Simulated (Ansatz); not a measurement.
# CH3BOS2: up Jacob's ladder to CCSD(T)

How much do the methods differ for CH3BOS2? The plan is to run it at one geometry with functionals of several rungs and with coupled cluster. The yardstick is the atomisation energy at the CCSD(T) limit.

Method: functionals in def2-TZVPP, the program's frozen cores in correlated methods; program: Ansatz 0.2.0, Gaussian basis.

The runs, in order: LDA (SPW92), PBE-D4, revPBE-D4, BLYP-D4, r2SCAN-D4, B97M-V, PBE0-D4, B3LYP-D4, r2SCANh-D4, r2SCAN0-D4, HSE06-D4, BHLYP-D4, CAM-B3LYP-D4, LC-ωPBE, ωB97X-V, ωB97M-V, B2PLYP, PBE-QIDH; CCSD(T)/def2-SVP; CCSD(T)/def2-TZVPP; MP2/def2-QZVPP; extrapolation to the limit; RPA on PBE.

## Step 1: The relaxed structure

The geometry comes from an earlier relaxation with PBE0-D4 in a triple-zeta def2 set; it is a stationary point, not always the lowest conformer.

8 atoms, charge 0, spin multiplicity 1.

Atoms are counted from 1 here; the program's logs count them from 0.

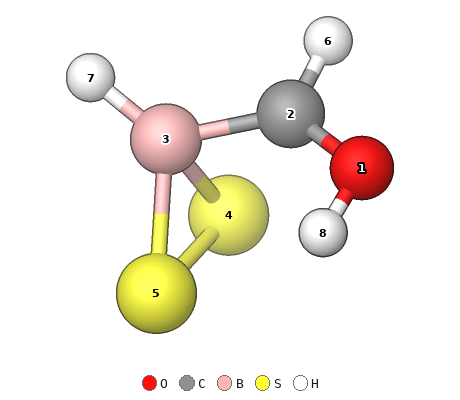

The structure; oxygen red, carbon grey, boron pink, sulfur yellow, hydrogen white; atoms are numbered from 1 in the order of the file.

## Step 2: LDA

This LDA is Slater exchange with PW92 correlation.

Contents of in.yaml:

```yaml
crystal:
  periodic: [false, false, false]
  atoms:
    - {symbol: O, position_ang: [-0.582294, -0.434974, 1.481059]}
    - {symbol: C, position_ang: [0.335647, 0.124328, 0.721108]}
    - {symbol: B, position_ang: [0.128072, 0.632997, -0.728508]}
    - {symbol: S, position_ang: [0.845969, -1.133267, -0.979517]}
    - {symbol: S, position_ang: [-1.098524, -0.569734, -1.483915]}
    - {symbol: H, position_ang: [1.252875, 0.307199, 1.280309]}
    - {symbol: H, position_ang: [0.576754, 1.595533, -1.258749]}
    - {symbol: H, position_ang: [-1.366298, -0.579281, 0.912516]}
basis:
  gaussian: {orbitals: def2-TZVPP}
hamiltonian: {xc: lda}
output: {orbitals: {seedname: orbitals}}
```

Command:

```sh
$ ansatz run in.yaml --threads 2 --pin off --events-out ev --progress --plain --max-ram 4352MiB
```

Further steps of the session: PBE-D4 (GGA); revPBE-D4 (GGA); BLYP-D4 (GGA); r2SCAN-D4 (meta-GGA); B97M-V (meta-GGA); B3LYP-D4 (hybrid); r2SCANh-D4 (hybrid); r2SCAN0-D4 (hybrid); HSE06-D4 (hybrid); BHLYP-D4 (hybrid); CAM-B3LYP-D4 (range-separated); LC-ωPBE (range-separated); ωB97X-V (range-separated); ωB97M-V (range-separated); B2PLYP (double hybrid); PBE-QIDH (double hybrid); CCSD(T) in def2-SVP; CCSD(T) in def2-TZVPP; MP2 in def2-QZVPP; RPA on PBE orbitals.

**Question.** What will the summary of the whole plan be? Wanted: atomisation energy, CCSD(T)/CBS; farthest beyond LDA; mean size of error, GGA; mean size of error, meta-GGA; mean size of error, hybrid; mean size of error, range-separated; mean size of error, double hybrid; gap, smallest and largest; T1 diagnostic.

As calculated:

| quantity | value |
| --- | --- |
| atomisation energy, CCSD(T)/CBS | 30.167 eV |
| functionals within 0.151 eV (0.5 %) | B3LYP-D4, CAM-B3LYP-D4, LC-ωPBE, PBE-QIDH |
| farthest beyond LDA | PBE-D4 (+1.614 eV) |
| mean size of error, GGA | 0.836 eV |
| mean size of error, meta-GGA | 0.580 eV |
| mean size of error, hybrid | 0.536 eV |
| mean size of error, range-separated | 0.192 eV |
| mean size of error, double hybrid | 0.226 eV |
| gap, smallest and largest | 2.96 eV (LDA (SPW92)), 10.00 eV (LC-ωPBE) |
| T1 diagnostic | 0.0169 |
| triples share of the correlation energy | 5.0 % |

In words: LDA overbinds by 6.162 eV (20 %). PBE-D4 misses by +1.614 eV. Double hybrids carry the basis error of their MP2 part in triple zeta, and no dispersion term here, so their miss is partly the set-up's. Taken by rung, range-separated functionals do best (0.192 eV on average) and GGA ones worst beyond LDA (0.836 eV). The gap between the best rungs is small, so their order is not settled. The reference freezes the cores and leaves out relativity and excitations past (T), so misses under about 0.151 eV can't be ranked. Hartree-Fock recovers 66 % of the binding; the rest is correlation. CCSD(T) in def2-SVP is off by -2.154 eV, more than most functionals: a good method in a small basis is no reference. Orbital gaps span 3.0 to 10.0 eV; exact exchange widens them.
